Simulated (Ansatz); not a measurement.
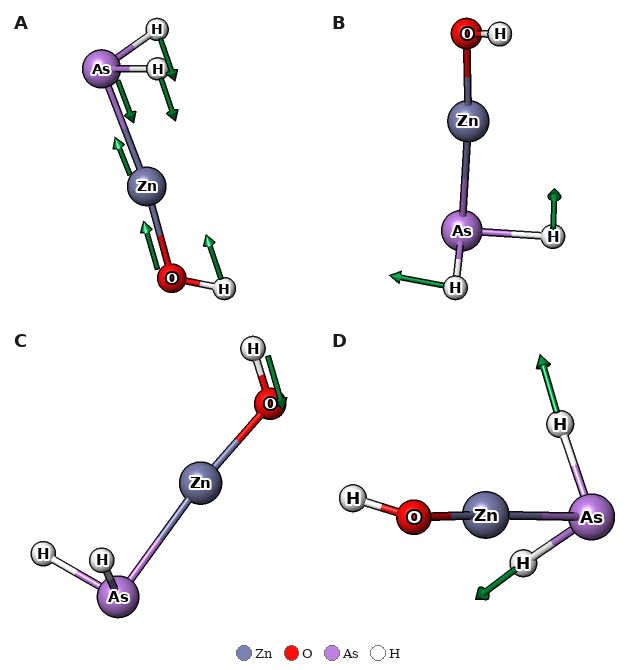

4 normal modes of one molecule or complex, as arrows. Harmonic vibrations computed with RKS PBE0-D4/def2-TZVP (Ansatz 0.2.0) at a stationary point of the same level.

### Match the panels to the wavenumbers 249 cm⁻¹, 982 cm⁻¹, 2192 cm⁻¹, 3913 cm⁻¹.

A: 249 cm⁻¹, Zn–As stretching
B: 982 cm⁻¹, H–As–H bending
C: 3913 cm⁻¹, O–H stretching
D: 2192 cm⁻¹, in-phase stretching of 2 As–H bonds
